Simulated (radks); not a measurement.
**Atomic calculation, with input and output: Sn⁺**

Sn⁺ (Z = 50, 49 electrons) in the configuration [Kr] 4d10 5s2 5p1 (high spin). Computed at this level: scalar-relativistic Kohn-Sham, PBEsol, spin-polarised, spherical densities, finite nucleus (the in-house radial solver radks).

Input:
```
Z 50
configuration [Kr] 4d10 5s2 5p1 6s0 4f0 5d0
relativity scalar-relativistic
functional pbe_sol,pbe_sol
spin polarised
nucleus finite rms 4.6519 fm
c 137.035999084
```

Energies in input and log are in hartree, lengths in bohr (the nuclear radius in fm).

Hardware: 1 CPU thread, shared host.

Output:
```
1s      1   1.0000       -1065.92155006
2s      1   1.0000        -161.17702024
2p      1   3.0000        -144.75113548
3s      1   1.0000         -31.33085766
3p      1   3.0000         -25.96290034
3d      1   5.0000         -17.69079700
4s      1   1.0000          -5.20866366
4p      1   3.0000          -3.58547603
4d      1   5.0000          -1.24229995
5s      1   1.0000          -0.66980754
5p      1   1.0000          -0.39182709
6s      1   0.0000          -0.15916930
4f      1   0.0000          -0.03652244
5d      1   0.0000          -0.11971348
1s      2   1.0000       -1065.92079838
2s      2   1.0000        -161.17681328
2p      2   3.0000        -144.75062298
3s      2   1.0000         -31.33025923
3p      2   3.0000         -25.96222315
3d      2   5.0000         -17.69019550
4s      2   1.0000          -5.20740536
4p      2   3.0000          -3.58404895
4d      2   5.0000          -1.23828704
5s      2   1.0000          -0.64077636
5p      2   0.0000          -0.35936752
6s      2   0.0000          -0.13985717
4f      2   0.0000          -0.03276012
5d      2   0.0000          -0.09643955
Etot -6174.046400394246
Ekin 6445.364779496669
Encl -14918.514674716982
Eh 2460.8928876738496
Exc -161.78939284778312
err 1.9014175146006335e-09
it 14
```

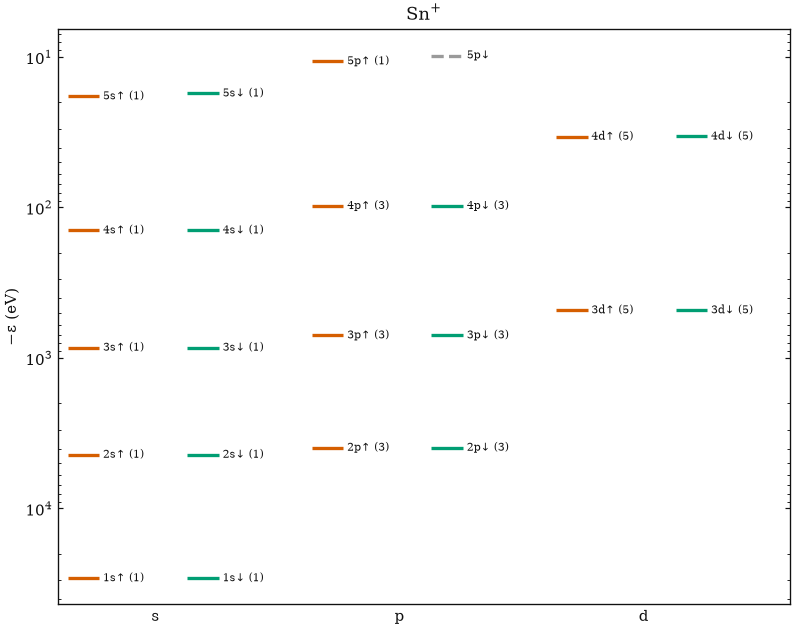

The occupied levels and a few empty ones, on a logarithmic scale of binding energy, are drawn by angular momentum (occupations in brackets, up spins at the left of each column and down spins at the right, empty levels dashed). The highest occupied level is 5p up at −10.7 eV. The highest 5 occupied levels, from the top down, are 5p up (−10.7 eV), 5s down (−17.4 eV), 5s up (−18.2 eV), 4d down (−33.7 eV), 4d up (−33.8 eV). The lowest empty level drawn is 5p down at −9.78 eV. The largest exchange splitting (down less up) among the shells drawn in both spins is that of 5p, 0.883 eV.

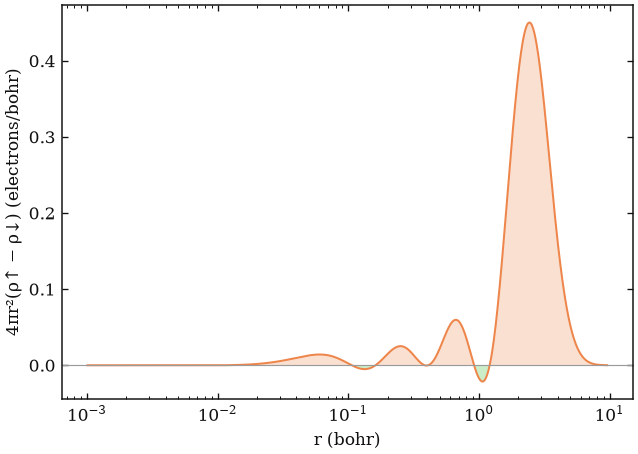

The radial spin density. The curve integrates to 1 unpaired electron, held by 5p (+1). Its largest value, 0.450 electrons/bohr, lies near r = 2.4 bohr. Regions of the opposite sign hold 0.0043 electrons in all, from the polarisation of filled shells.

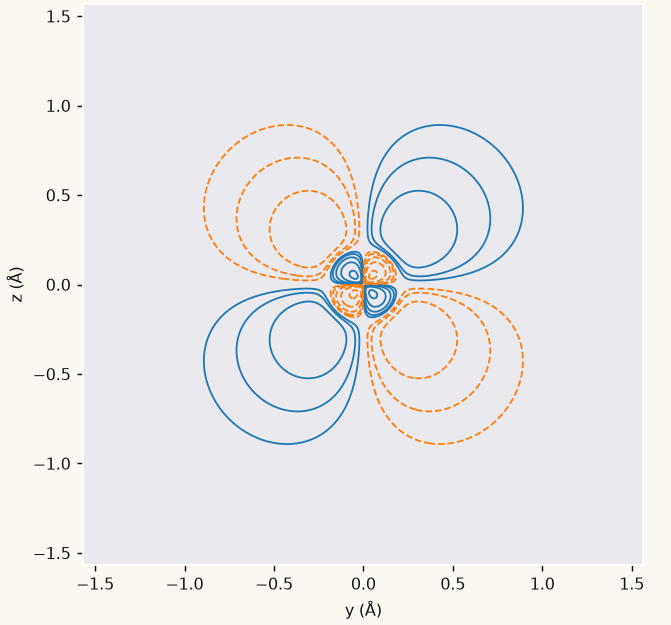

One occupied orbital of up spin is shown. In the yz plane through the nucleus, contours of ψ are drawn, solid for positive and dashed for negative values, each about twice the one before. (1 bohr = 0.529 Å.) The radial function comes from the spherical calculation and is multiplied by a real spherical harmonic; the overall sign is chosen so that the largest lobe of P(r) is positive; at the scalar-relativistic level it is the large component. It is 4d(yz) of up spin. It has the nodal planes xy and xz and 1 radial node, at r = 0.388 bohr. The outermost maximum of P² lies at 0.887 bohr, ⟨r⟩ = 1.10 bohr, 90 % of the charge lies within 1.71 bohr, and the eigenvalue is −33.8 eV, with 5 electrons in the shell for this spin.

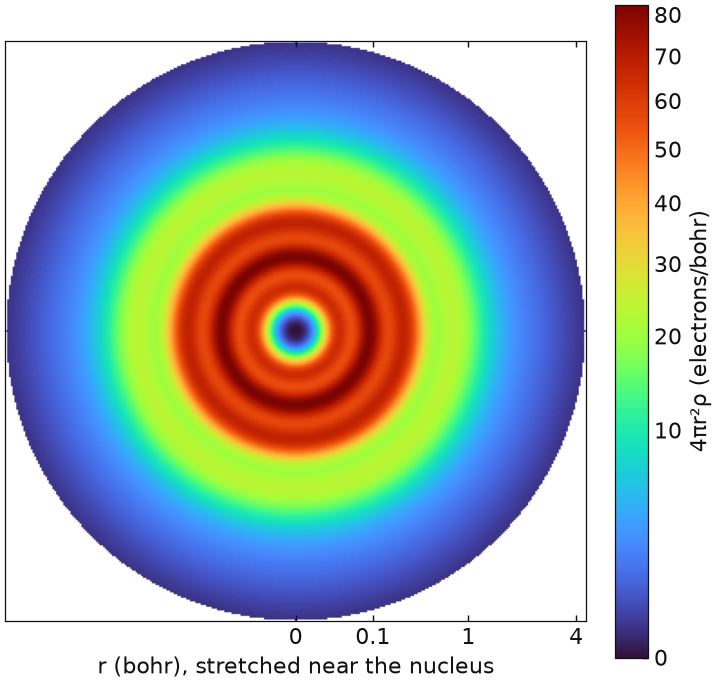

The radial density 4πr²ρ as a disc about the nucleus, with the radius drawn as r to the power 0.35. There are 4 maxima, at r = 0.0204, 0.0903, 0.264 and 0.777 bohr, parted by minima at 0.0399, 0.173 and 0.569 bohr, inside which lie 2.0, 11.2 and 29.0 electrons. The configuration has 5 principal shells, so not every shell has a maximum of its own.

Summary:

| quantity | value |
| --- | --- |
| outcome | converged |
| total energy | −6174.0464 hartree |
| kinetic energy | 6445.3648 hartree |
| electron–nucleus energy | −14918.5147 hartree |
| Hartree energy | 2460.8929 hartree |
| exchange–correlation energy | −161.789393 hartree |
| radius at density 0.001 e/bohr³ | 4.20 bohr |
| SCF iterations | 14 |
